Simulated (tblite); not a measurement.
Frequency calculation, with input and output: C5H13NSi3

System: C5H13NSi3.
Method: GFN2-xTB harmonic vibrations, gas phase (tblite 0.8.0).

It belongs to a series of runs on one base structure; here: constitutional isomer.

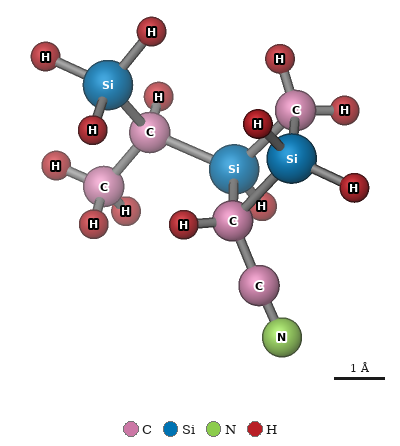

*The structure as given in the input (ball-and-stick view, seen at a tilt).*

Bond lengths as drawn: C–C 1.41 to 1.53 Å, C–H 1.09 Å, C–N 1.15 Å, C–Si 1.90 to 1.94 Å and H–Si 1.46 to 1.47 Å.

Results in brief:

- outcome: converged
- total energy: −690.2882 eV
- zero-point energy: 97.6240 kcal/mol
- hardware: 1 CPU thread, shared host
- wall time: 1.1 s
- peak memory: 0.18 GiB

Input file:
```
{"job": {"kind": "ir", "xc": "GFN2-xTB", "basis": "xTB"}, "charge": 0, "multiplicity": 1}
C      2.236451    -1.046188     0.811223
C      1.475997     0.254983     0.547563
Si     1.851357     0.921032    -1.200490
Si    -0.374462     0.024055     0.927369
C     -1.512058     1.505735     0.488079
Si    -2.386990     0.547360    -0.918571
C     -1.304026    -0.987440    -0.443604
C     -2.040401    -2.081207     0.058312
N     -2.653095    -2.948345     0.495367
H      3.306461    -0.911850     0.658719
H      2.081729    -1.389281     1.833275
H      1.899393    -1.835033     0.141635
H      1.844024     1.002776     1.257146
H      3.298919     1.116997    -1.326209
H      1.165625     2.198552    -1.408133
H      1.417909    -0.043099    -2.216276
H     -0.571710    -0.519672     2.278023
H     -0.999956     2.411712     0.177583
H     -2.177882     1.789096     1.298440
H     -3.820987     0.339512    -0.737468
H     -2.080757     1.012874    -2.272428
H     -0.665953    -1.343181    -1.251973
```

The first line tells a small driver script what to run in tblite; the rest is the geometry in Å.

Launch command:
```bash
OMP_NUM_THREADS=1 python <driver script> task.json out
```

The program's output:
```
mode    cm-1     km/mol
  1      26.4      1.97
  2      34.1      1.05
  3      78.8      2.61
  4     108.1      3.95
  5     126.0      1.50
  6     137.9      1.40
  7     166.1      1.55
  8     216.8      0.27
  9     234.7      2.70
 10     252.2      1.51
 11     311.2      1.59
 12     350.5      1.42
 13     423.0      7.94
 14     438.2     24.60
 15     459.6      6.32
 16     499.1      4.63
 17     511.6     42.44
 18     543.3     30.91
 19     557.5      8.58
 20     585.2     37.78
 21     603.4     51.58
 22     623.5     12.76
 23     690.3     18.82
 24     693.8    174.79
 25     707.5    158.53
 26     711.6    209.54
 27     753.5    226.73
 28     773.8    285.81
 29     777.2     68.21
 30     793.8    374.07
 31     800.2    371.64
 32     813.7     72.52
 33     928.1      4.45
 34     964.6     79.63
 35     988.6     16.75
 36    1049.0      4.65
 37    1067.3     19.61
 38    1075.4      8.66
 39    1085.5     78.64
 40    1149.7     33.98
 41    1168.3    154.08
 42    1267.5      3.36
 43    1426.6      0.90
 44    1457.7      7.35
 45    1510.7      1.74
 46    1516.6      4.10
 47    2217.3    265.41
 48    2235.1    426.26
 49    2243.0    378.64
 50    2249.0    127.25
 51    2256.7    456.21
 52    2293.6    259.80
 53    2373.3    496.30
 54    2918.8     44.68
 55    2967.6     22.43
 56    3002.8     38.46
 57    3010.2     47.10
 58    3014.6     36.51
 59    3023.1      6.35
 60    3025.7     27.89
```

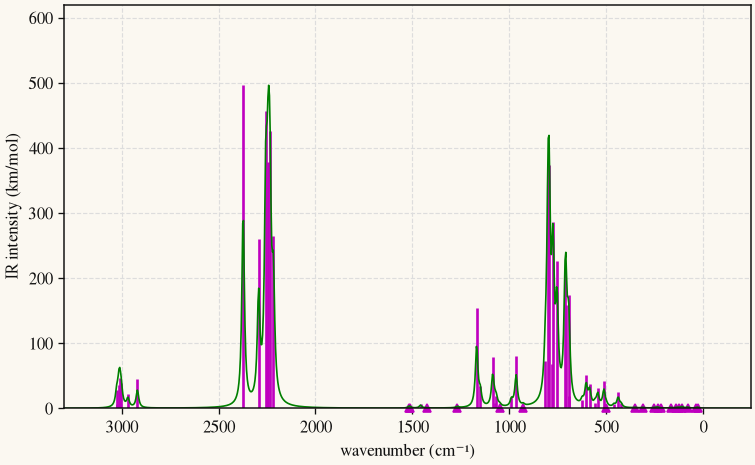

*Harmonic infrared spectrum, unscaled: sticks (degenerate modes added up, dark ones marked on the axis) with a Lorentzian envelope of 16 cm⁻¹ full width, scaled to the tallest stick.*

60 modes from 26 to 3026 cm⁻¹, none imaginary. The strongest line is at 2373 cm⁻¹ (496 km/mol).
